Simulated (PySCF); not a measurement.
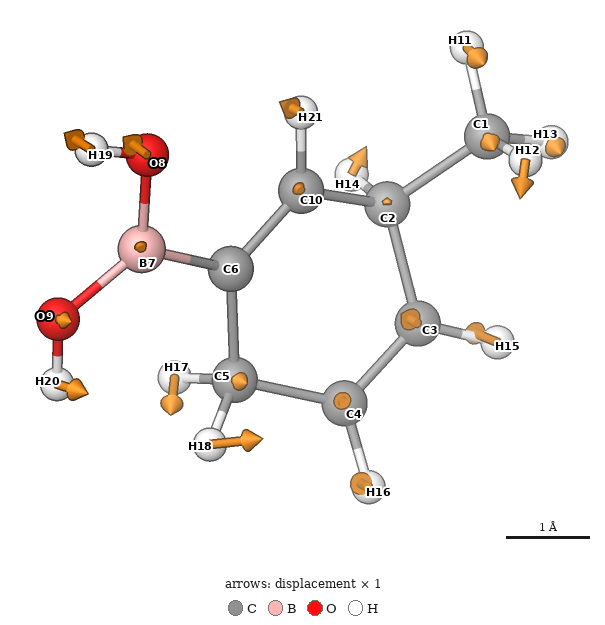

A relaxation of C7H11BO2. The starting structure is drawn; orange arrows show the displacements, at their true length. The two geometries are superimposed by the best rigid fit.

The picture is a ball-and-stick view, seen at a tilt.

The start comes from GFN2-xTB. Its atoms were then displaced at random by about 0.01 Å.

Level of theory: PySCF, PBE0-D3(BJ)/def2-SVP geometry optimisation, gas phase. 

Which element moves most?

Answer. Hydrogen: up to 0.80 Å, against 0.56 Å for oxygen.

What did the optimiser do to the structure, and how much energy did it gain?

Answer. H15 moves most after the best rigid fit: 0.80 Å. Largest moves by element: H 0.80 Å, O 0.56 Å, C 0.41 Å, B 0.14 Å. Near-neighbour distances that change, for instance: C1–C2 1.496 → 1.534 Å, C4–C5 1.461 → 1.496 Å, C5–H18 1.076 → 1.109 Å, C3–H15 1.067 → 1.095 Å. Bond angles that change, for instance: C2–C3–C4 119.9° → 123.8°, H17–C5–H18 107.3° → 104.4°, C4–C3–H15 122.2° → 119.4°. Groups turn about C4–C5 by about 30°, C2–C10 by about 30°, C2–C3 by about 25°. The energy falls by 0.279 eV in 10 geometry steps.
